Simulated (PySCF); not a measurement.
SMILES C[CH]CCCCC, doublet at its GFN2-xTB optimised geometry (Å):

```
22

C      0.3690     3.2499     0.5089
C     -0.3148     2.1636     1.2420
C      0.1855     0.7743     1.2254
C     -0.3306    -0.0172     0.0000
C      0.1749    -1.4561     0.0000
C     -0.3278    -2.2390    -1.2111
C      0.1778    -3.6766    -1.2062
H      1.4225     3.0183     0.3622
H      0.2845     4.1968     1.0451
H     -0.0773     3.4131    -0.4812
H     -1.3123     2.3475     1.6055
H      1.2786     0.7674     1.1959
H     -0.1393     0.2453     2.1259
H     -1.4225    -0.0113     0.0086
H     -0.0010     0.4879    -0.9101
H     -0.1553    -1.9560     0.9139
H      1.2677    -1.4561     0.0000
H     -1.4203    -2.2385    -1.2124
H      0.0035    -1.7409    -2.1253
H     -0.1606    -4.1968    -0.3126
H     -0.1895    -4.2153    -2.0767
H      1.2654    -3.6985    -1.2226
```

Calculation: unrestricted PBE0/def2-SVP (PySCF). Cells within 0.4 Å of a nucleus heavier than hydrogen are left out (blank, or x).

Map of the log10 of the electron density (e/bohr³), floored at −4 on the plane z = 1.5 Å:

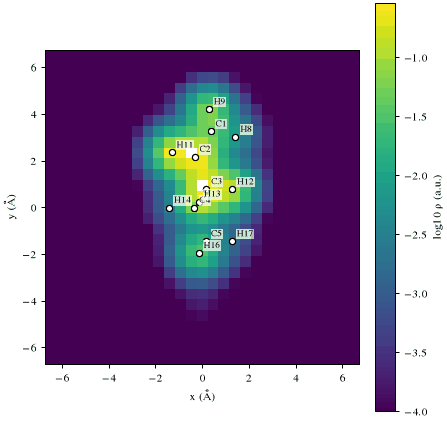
Fig. 1. Log10 of the electron density (e/bohr³), floored at −4 on the plane z = 1.5 Å.
